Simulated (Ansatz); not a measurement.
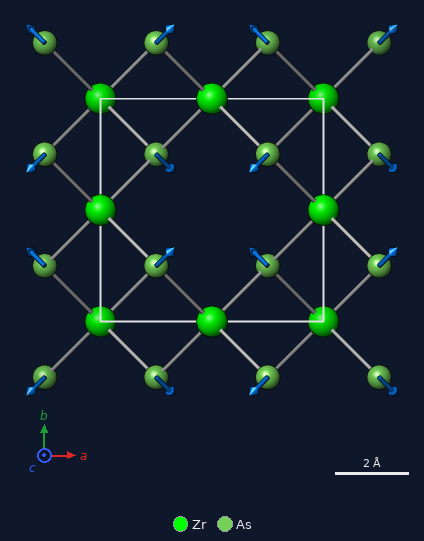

A relaxation of a crystal of Zr3As4 (a generated structure, set up in P-43m). The starting structure is drawn; blue arrows show the displacements (the part carried along by the change of the cell is left out), magnified 5 times.

A ball-and-stick model of the cell of the calculation, seen along the c axis.

Computed with Ansatz, DFT PBE, scalar-relativistic, plane waves, PAW.

Input
```yaml
crystal:
  lattice:
    - [6.16032737, 0.0, 0.0]
    - [0.0, 6.16032737, 0.0]
    - [0.0, 0.0, 6.16032737]
  atoms:
    - { symbol: Zr, position: [0.0, 0.0, 0.5] }
    - { symbol: Zr, position: [0.0, 0.5, 0.0] }
    - { symbol: Zr, position: [0.5, 0.0, 0.0] }
    - { symbol: As, position: [0.25, 0.25, 0.25] }
    - { symbol: As, position: [0.25, 0.75, 0.75] }
    - { symbol: As, position: [0.75, 0.25, 0.75] }
    - { symbol: As, position: [0.75, 0.75, 0.25] }
basis:
  ecutwfc: 420
kpoints:
  mp_grid: { grid: [6, 6, 6] }
hamiltonian:
  xc: pbe
scf:
  occupations: { method: gaussian, width: 0.02 }
output:
  forces: true
  stress: true
  eigenvalues: true
  write_density: true
  write_potential: true
  elf: true
  volumetric_format: npy
relax:
  adjacent_minimum: "off"
  f_tol: 0.01
  max_steps: 80
  cell: { stress_tol: 0.05 }
```

Command:
```bash
ansatz run input.yaml --threads 1 --pin off --max-ram 2048MiB --backend cpu --events-out ev --progress --plain --runs-dir out
```

### What did the optimiser do to the structure, and how much energy did it gain?

The largest moves relative to the cell, 0.19 Å, are those of As4, As5, As6 and As7. As7 goes along [−1 −1 1]. Zr stays in place. Cell: a = b = c 6.160 → 5.884 Å (−4.5 %). Volume −12.9 %. Among the contacts that change: Zr1–As4 2.668 → 2.615 Å. Among the angles between lasting bonds that change: As4–Zr1–As7 109.5° → 117.1°, Zr1–As4–Zr2 109.5° → 105.4°, As4–Zr1–As5 109.5° → 105.8°. The space group stays P-43m (No. 215). After 3 accepted moves (4 points after the start) the energy has fallen by 0.313 eV per cell of the calculation. Largest force component: 0.12 eV/Å at the start, 0.0016 eV/Å at the end. Pressure: −3.81 GPa at the start and −0.03 GPa at the end. At 1 point the geometry stayed and the basis and grid were re-selected for the new cell (energy shift of 2.2 meV per cell of the calculation at most each time). The run took 2.1 min on 1 thread of Arm Neoverse V2, with other jobs on the host, peak memory 0.54 GiB.
